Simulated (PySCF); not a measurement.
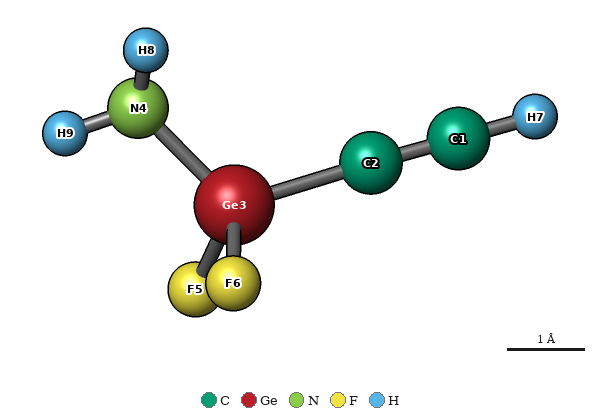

The structure (ball-and-stick view, seen at a tilt; atoms are numbered from 1 in the order of the input). Sticks mark near contacts. Bond lengths as drawn: C–C 1.20 Å, C–Ge 1.90 Å, C–H 1.05 Å, F–Ge 1.72 to 1.75 Å, Ge–N 1.79 Å and H–N 1.01 Å.

## Run report: C2H3F2GeN, spin–spin coupling calculation

C2H3F2GeN, SMILES C#[C][Ge]([NH2])([F])[F], computed with B3LYP/pcJ-1 Ge:pcSseg-1 indirect spin-spin coupling, non-relativistic, gas phase (PySCF 2.14.0).

The geometry comes from this level: GFN2-xTB. Figures and captions count atoms from 1; the log counts them from 0 in places.

## Input file
```
{"job": {"kind": "j", "xc": "B3LYP", "basis": "pcJ-1"}, "charge": 0, "multiplicity": 1}
C      2.286295     1.246790     0.114525
C      1.303899     0.558217     0.171264
Ge    -0.230362    -0.545601     0.311698
N     -1.617766    -0.171922    -0.751511
F      0.169435    -2.185379    -0.017593
F     -0.671135    -0.636750     1.999662
H      3.145216     1.854289     0.056221
H     -2.019103     0.752639    -0.711360
H     -2.352917    -0.866289    -0.770846
```

The first line tells a small driver script what to run in PySCF; the rest is the geometry in Å.

Launch command:
```bash
OMP_NUM_THREADS=1 python <driver script> task.json out
```

## Output
```
coarse grid: 40912 points
cycle   1  E = -2409.1095037403  dE = -4.535e-02  |g| = 1.373e+00  |ddm| = 3.219e+00
cycle   2  E = -2408.7686359172  dE =  3.409e-01  |g| = 2.074e+00  |ddm| = 1.944e+00
cycle   3  E = -2409.3207520054  dE = -5.521e-01  |g| = 2.562e-01  |ddm| = 1.298e+00
cycle   4  E = -2409.3282653684  dE = -7.513e-03  |g| = 1.332e-01  |ddm| = 2.178e-01
cycle   5  E = -2409.3311399057  dE = -2.875e-03  |g| = 5.997e-02  |ddm| = 9.727e-02
cycle   6  E = -2409.3319583856  dE = -8.185e-04  |g| = 9.229e-03  |ddm| = 3.764e-02
cycle   7  E = -2409.3319757369  dE = -1.735e-05  |g| = 3.595e-03  |ddm| = 7.984e-03
cycle   8  E = -2409.3319782986  dE = -2.562e-06  |g| = 5.079e-04  |ddm| = 2.518e-03
final grid: 85776 points
cycle   9  E = -2409.3320650051  dE = -4.958e-09  |g| = 7.123e-04  |ddm| = 1.258e-03
cycle  10  E = -2409.3320647920  dE =  2.131e-07  |g| = 1.263e-03  |ddm| = 1.178e-03
cycle  11  E = -2409.3320650815  dE = -2.896e-07  |g| = 2.360e-04  |ddm| = 7.664e-04
cycle  12  E = -2409.3320650932  dE = -1.171e-08  |g| = 4.577e-05  |ddm| = 1.541e-04
cycle  13  E = -2409.3320650937  dE = -4.457e-10  |g| = 1.124e-05  |ddm| = 3.529e-05
```

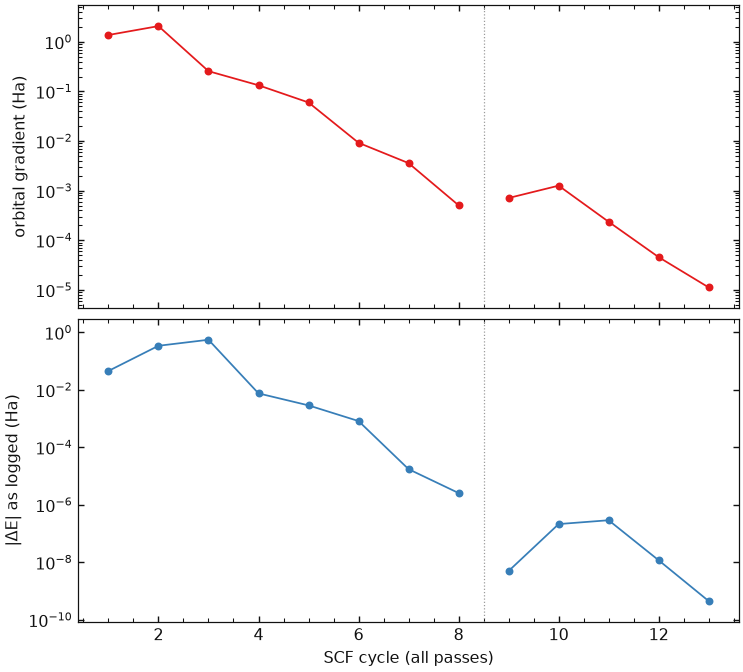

Convergence of the self-consistent field: orbital gradient and size of the energy change against the SCF cycle. The dotted line marks the change from a coarse to the final integration grid. The first 8 cycles use a coarse grid, the final grid takes over at cycle 9, and the field converges after 13 cycles in all.

```
converged SCF energy = -2409.3320650937

Indirect spin-spin couplings (Hz)
  i      j    bonds     total        FC       PSO       DSO        SD
  0 C    1 C    1    187.680   168.042     7.496     0.162    11.980
  0 C    3 N    3     -1.999    -2.001    -0.049     0.040     0.011
  0 C    4 F    3      2.174     3.682    -0.249    -0.357    -0.902
  0 C    5 F    3      2.893     4.064     0.240    -0.321    -1.090
  0 C    6 H    1    263.231   263.590    -1.538     0.428     0.752
  0 C    7 H    4     -0.214    -0.155     0.178    -0.214    -0.023
  0 C    8 H    4      1.161     1.331     0.385    -0.525    -0.030
  1 C    3 N    2    -11.267   -11.374     0.075     0.049    -0.017
  1 C    4 F    2     14.339    15.139    -1.588    -0.390     1.178
  1 C    5 F    2     19.722    21.032    -1.949    -0.310     0.949
  1 C    6 H    2     49.114    43.380     5.896    -1.035     0.874
  1 C    7 H    3     -1.166    -1.012     0.021    -0.165    -0.011
  1 C    8 H    3      7.272     7.655     0.353    -0.807     0.072
  3 N    4 F    2     -3.214    -7.885     4.866     0.166    -0.360
  3 N    5 F    2      5.790     6.973     2.587     0.247    -4.016
  3 N    7 H    1    -79.840   -76.165    -2.781    -0.483    -0.412
  3 N    8 H    1    -79.611   -76.031    -2.701    -0.496    -0.384
  4 F    5 F    2    -73.588   -40.744   -75.489    -1.406    44.052
  4 F    6 H    4     -1.445    -0.867     0.410    -1.206     0.218
  4 F    7 H    3     14.459    16.713     0.758    -3.578     0.566
  4 F    8 H    3     -3.787    -1.841    -1.282    -0.101    -0.563
  5 F    6 H    4     -1.062    -0.490     0.355    -1.130     0.202
  5 F    7 H    3     -5.105    -5.059     1.052    -1.381     0.285
  5 F    8 H    3     -5.879    -5.017     0.495    -1.133    -0.224
  6 H    7 H    5     -0.248    -0.028     0.603    -0.818    -0.005
  6 H    8 H    5     -0.441     0.012     1.097    -1.568     0.019
  7 H    8 H    2     -6.992    -9.163     5.544    -3.731     0.359
```

## Summary

- outcome: converged
- total energy: −2409.332065 hartree
- HOMO: −8.19 eV
- LUMO: −0.91 eV
- dipole moment: 3.31 D
- hardware: 1 CPU thread, shared host
- wall time: 46 s
- peak memory: 0.85 GiB

## Remarks

Spin–orbit coupling is left out, which matters for the heavy atoms.
